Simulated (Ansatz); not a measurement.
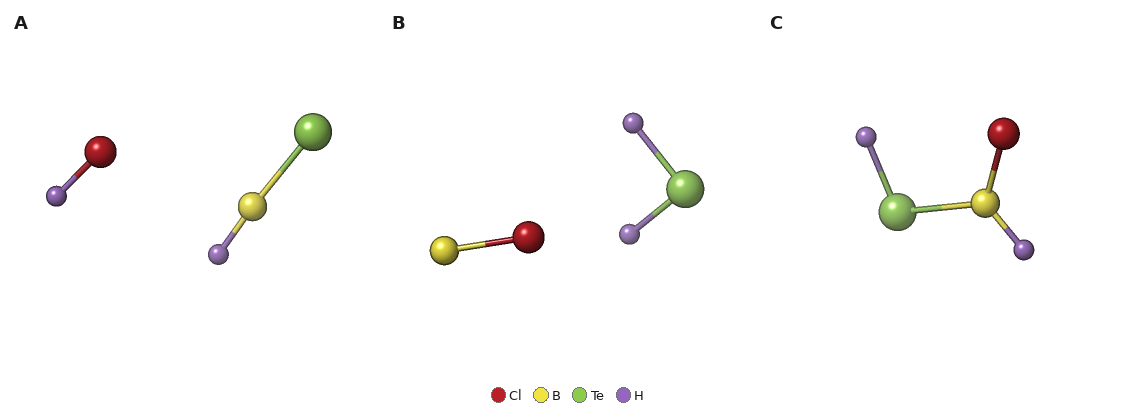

3 stationary structures of one formula. Geometries: PBE-D4/def2-SVP. Electronic energies: PBE-D4/def2-SVP (Ansatz 0.2.0), without zero-point energy. No frequency run is at hand to confirm each as a minimum.

> Which structure is the most stable?

C is lowest (Cs); A lies 1.747 eV above it, B lies 3.624 eV above it.
